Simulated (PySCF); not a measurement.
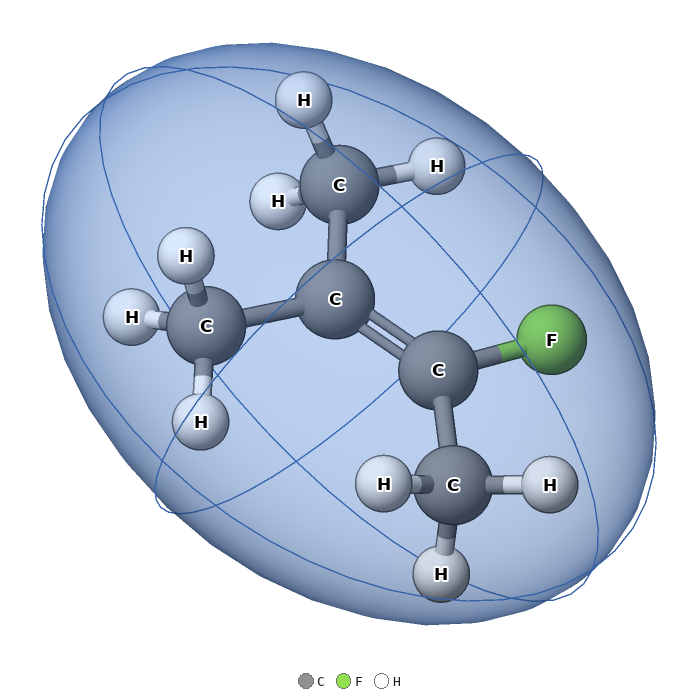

The ellipsoid shows the static dipole polarisability: its half-axes are proportional to the principal values. Computed geometry: GFN2-xTB optimisation. No frequency run is at hand to confirm it as a minimum. Computed with CAM-B3LYP/def2-SVPD (PySCF 2.14.0).

How large and how anisotropic is the polarisability?

Answer. Principal values 48.8, 61.4, 79.3 bohr³; mean 63.2 bohr³ (9.36 Å³); anisotropy 26.5 bohr³, so the longest axis is 1.62 times the shortest.
